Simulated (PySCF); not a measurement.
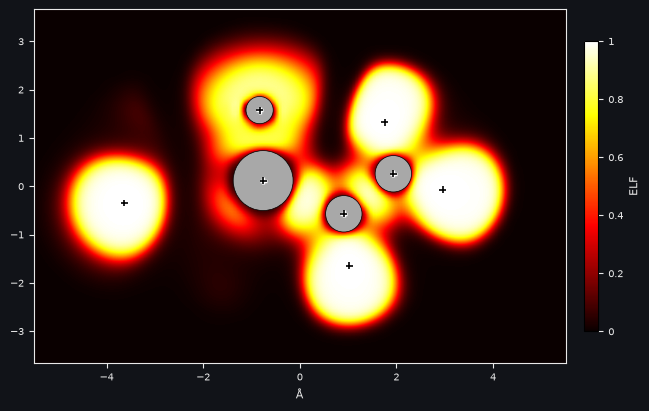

The ELF on a plane through atoms (crosses mark nuclei in the plane; grey discs cover the cores).

These are results of PBE0/pcSseg-1, SCF density, gas phase, non-relativistic in PySCF, not measurements.

Candidates:
A. C2H10OSi2 (SMILES COC[SiH2][SiH3])
B. C3H8OP2
C. C6H5F3O (SMILES FC1=C(C(F)F)CC=CO1)

Q: Which system is this?

A: Candidate B: C3H8OP2 on the plane of atoms C2, P3 and O4, which holds C, P, O and H. C–C (1.32 Å): the ELF peaks at about 0.90 between the atoms (a short, multiple covalent bond). P–O (1.46 Å): the ELF peaks at about 0.80 between the atoms: a short, strongly polar bond.
